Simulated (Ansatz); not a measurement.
A series of calculations on SiH4OF2

## 1. Relaxation

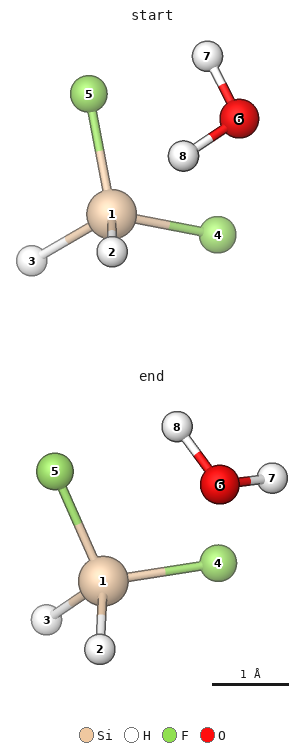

The structure of SiH4OF2 before (top) and after (bottom) a relaxation, at one scale.

A ball-and-stick model, seen from a free direction.

The run prepares an end point of a later path (reaction) calculation, from a guessed geometry.

Computed with RKS B3LYP/def2-SVP in Ansatz. (no spin polarisation; force threshold 0.03 eV/Å; at most 50 steps)

What changed between the two?

Answer. Over 19 accepted moves (22 points after the start) the energy falls by 0.213 eV. The largest force component goes from 0.82 to 0.011 eV/Å. The line search rejected the trial steps at points 5, 15, 20 of the run. The forces were under the threshold at step 19, but the run went on from there. H8 moves most after the best rigid fit: 1.26 Å. Largest moves by element: H 1.26 Å, F 0.63 Å, O 0.34 Å, Si 0.15 Å. Among the contacts that change: O6–H8 0.984 → 0.968 Å, Si1–F4 1.610 → 1.625 Å, Si1–H2 1.467 → 1.472 Å. Bond angles that change, for instance: H2–Si1–F5 108.4° → 111.6°.

## 2. Relaxation

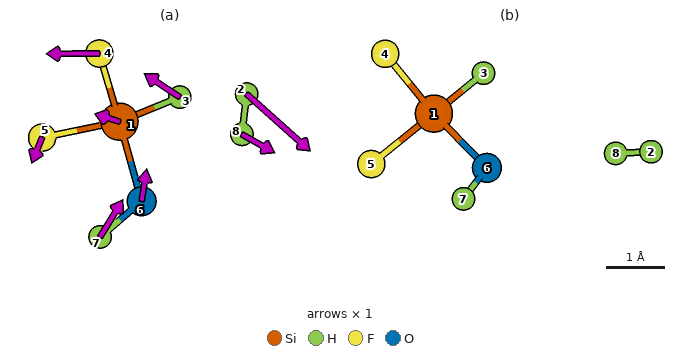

The structure of SiH$_{4}$OF$_{2}$ before (left) and after (right) a relaxation, at one scale. The purple arrows give the displacements, at their true length.

The picture is a ball-and-stick view, seen at a tilt.

The run prepares an end point of a later path (reaction) calculation, from a guessed geometry.

Level of theory: Ansatz, RKS B3LYP/def2-SVP.

The input:
```yaml
crystal:
  periodic: [false, false, false]
  atoms:
    - { symbol: Si, position_ang: [-0.433865, -0.216236, -0.323505] }
    - { symbol: H, position_ang: [0.055543, 0.802936, 2.093002] }
    - { symbol: H, position_ang: [0.83265, -0.750399, 0.177837] }
    - { symbol: F, position_ang: [-0.31455, 1.377887, -0.521515] }
    - { symbol: F, position_ang: [-0.726383, -0.822466, -1.794392] }
    - { symbol: O, position_ang: [-1.723127, -0.607111, 0.648507] }
    - { symbol: H, position_ang: [-2.53716, -0.833909, 0.181318] }
    - { symbol: H, position_ang: [-0.537708, 0.419597, 2.215948] }
basis:
  gaussian: { orbitals: def2-SVP }
hamiltonian:
  xc: b3lyp
relax:
  f_tol: 0.03
  max_steps: 50
```

Launched with:
```bash
ansatz run input.yaml --threads 1 --pin off --max-ram 2048MiB --backend cpu --events-out ev --progress --plain --runs-dir out
```

Q: What changed between the two?

A: H2 moves most after the best rigid fit: 1.75 Å. By element the largest moves are H 1.75 Å, F 1.06 Å, O 0.62 Å, Si 0.57 Å. Some distances before and after: H2–H8 0.717 → 0.761 Å, Si1–O6 1.661 → 1.639 Å. Bond angles that change, for instance: Si1–O6–H7 115.2° → 120.1°, H3–Si1–O6 112.7° → 108.8°, F5–Si1–O6 107.7° → 110.7°. Groups turn about Si1–O6 by about 40°. The energy falls by 0.214 eV in 21 accepted moves (23 points after the start). Largest force component: 1.5 eV/Å at the start, 0.014 eV/Å at the end. The line search rejected the trial steps at points 4, 9 of the run. The forces were under the threshold at step 19, but the run went on from there.

Limits of the set-up: the start holds two separate molecules, 2.2 Å apart at their closest, whose relative position is a soft coordinate and is computed without a dispersion correction.

## 3. Path

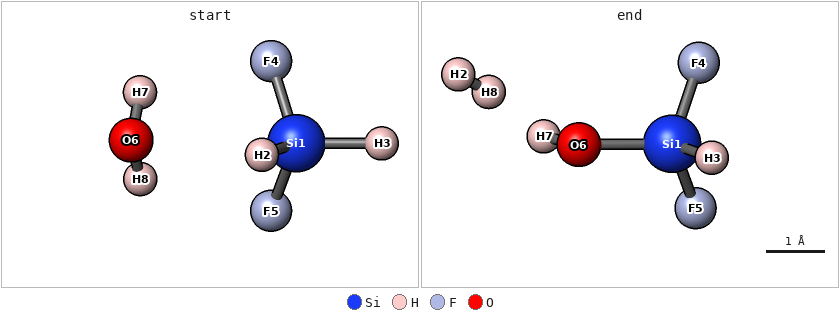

The two relaxed end points of a path for SiH4OF2, made up at the start of SiH$_{2}$F$_{2}$ and H2O. Style: ball-and-stick. Shown from a free direction.

Computed with RKS B3LYP/def2-SVP (Ansatz).

Run with 7 movable images; climbing image; force threshold 0.05 eV/Å; iteration limit 60.

Start:
```xyz
8

Si    0.3590    0.0280    0.0104
H     0.5745    0.5007    1.3873
H     1.5970    0.0176   -0.8027
F    -0.6965    0.9693   -0.7893
F    -0.2099   -1.4939   -0.0181
O    -2.2195   -0.0767    1.3190
H    -2.5436    0.4213    0.5546
H    -2.2457   -0.9959    1.0160
```

End:
```xyz
8

Si   -0.1742   -0.3059   -0.8233
H    -1.1645    0.7811    3.5923
H     1.2246   -0.4045   -0.3997
F    -0.4374    1.0847   -1.5984
F    -0.5274   -1.4619   -1.8922
O    -1.1352   -0.4269    0.4985
H    -2.0950   -0.3836    0.4045
H    -1.0754    0.4874    2.8954
```

Predict the minimum-energy path and its barrier.

Answer. Forward barrier 1.51 eV, backward barrier 2.26 eV, with image 4 at the top; the reaction energy is −0.75 eV. Breaking: O6–H8 (0.97 → 1.13 at the top → 2.57 Å), Si1–H2 (1.47 → 1.72 at the top → 4.65 Å). Forming: H2–H8 (3.21 → 1.15 at the top → 0.76 Å), Si1–O6 (2.89 → 1.84 at the top → 1.64 Å). The band converged in 32 iterations. The largest component of the band force went from 32 to 0.041 eV/Å. The climbing image converged on the top of the path. Its vibrational analysis gives one imaginary mode (1310i cm⁻¹), as a transition state must have.

Energies of the converged images:

| image | path (Å) | E (eV) |
| --- | --- | --- |
| 0 | 0.00 | 0.000 |
| 1 | 1.13 | 0.067 |
| 2 | 2.25 | 0.109 |
| 3 | 3.38 | 0.605 |
| 4 | 4.51 | 1.507 |
| 5 | 5.63 | -0.436 |
| 6 | 6.75 | -0.715 |
| 7 | 7.87 | -0.744 |
| 8 | 8.99 | -0.752 |

The geometry at the top of the path:

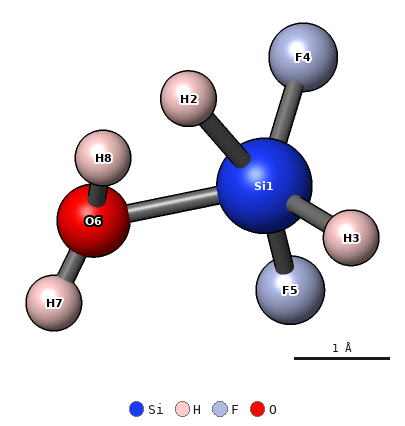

Limits of the set-up: the start holds two separate molecules, 2.3 Å apart at their closest, whose relative position is a soft coordinate and is computed without a dispersion correction.
